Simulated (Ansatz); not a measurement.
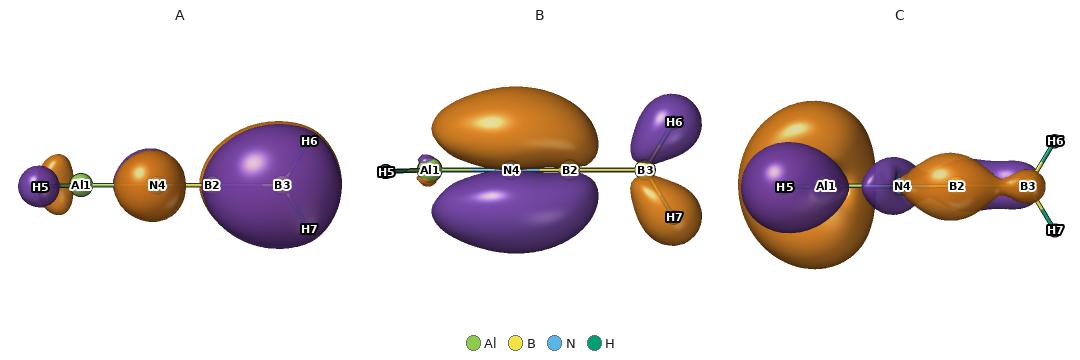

Figure 1: AlB2H3N (doublet). Three frontier orbitals at ±0.08 Å⁻³ᐟ² (orange and purple are the two phases), in no order.

Geometry: BLYP-D3(BJ)/def2-SVP.

Level of theory: isolated molecule in a Gaussian basis; Kohn-Sham density functional theory, functional PBE0 in Ansatz 0.2.0.

```yaml
atoms:
  - { symbol: Al, position_ang: [-2.1529, 0.3030, 0.8507] }
  - { symbol: B, position_ang: [-0.7678, -1.5784, -1.1276] }
  - { symbol: B, position_ang: [-0.0087, -2.5103, -2.2613] }
  - { symbol: N, position_ang: [-1.3615, -0.8781, -0.2269] }
  - { symbol: H, position_ang: [-2.7169, -0.1717, 2.2818] }
  - { symbol: H, position_ang: [1.1956, -2.6517, -2.2493] }
  - { symbol: H, position_ang: [-0.6400, -3.0803, -3.1258] }
```

Question: Which picture is the HOMO−1, the HOMO and the LUMO? All are α orbitals.

Answer: B is the HOMO−1 (α) (−8.45 eV). Its weight (Hirshfeld) is mainly on N4 (about 60 %), B2 (about 20 %) and Al1 (about 10 %). C is the HOMO (α) (−5.55 eV). By Hirshfeld shares it lies mainly on Al1 (about 70 %), H5 (about 10 %) and B2 (about 5 %). A is the LUMO (α) (−2.92 eV). It lies mainly on B3 (about 55 %), B2 (about 20 %) and N4 (about 10 %).

Question: What is the gap between the highest occupied and lowest empty α orbitals?

Answer: 2.63 eV between the orbital energies.
